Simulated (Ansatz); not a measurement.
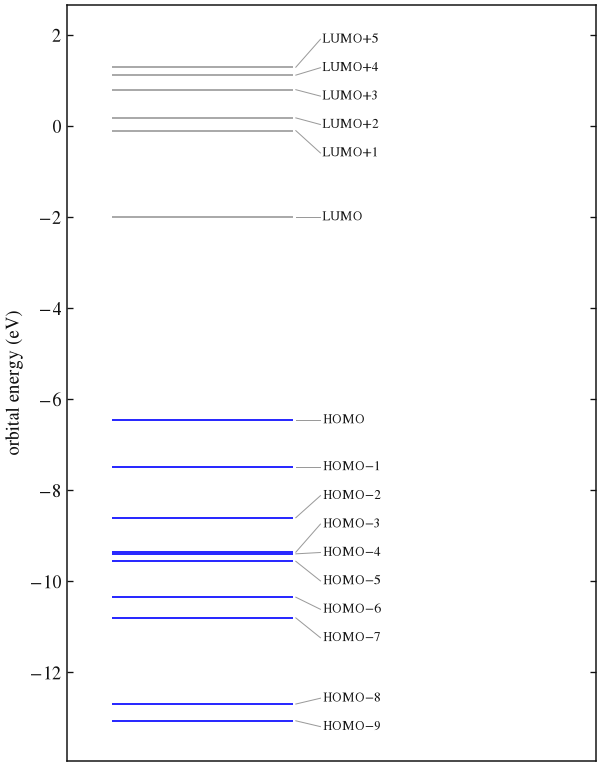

Kohn-Sham orbital energies near the frontier, B3LYP/def2-TZVPP in the Ansatz code 0.2.0, at a PBE0-D4/def2-TZVP geometry (no frequency check), isolated molecule; empty levels in grey, levels within 0.03 eV side by side.

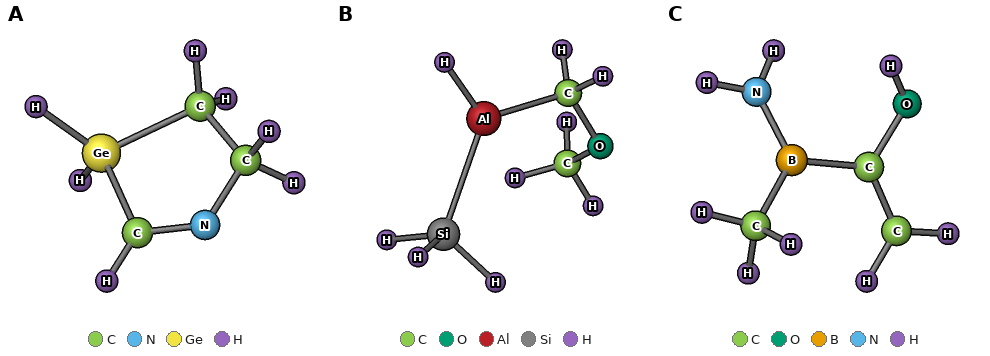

### Which molecule has this level scheme? Choose among the lettered structures.

Structure B, C₂H₉AlOSi, SMILES CO[CH2][AlH][SiH3], singlet. HOMO −6.46 eV, LUMO −2.00 eV, separation 4.46 eV.

Known limits of this run: one conformer of a flexible molecule; empty levels above zero depend strongly on the basis.
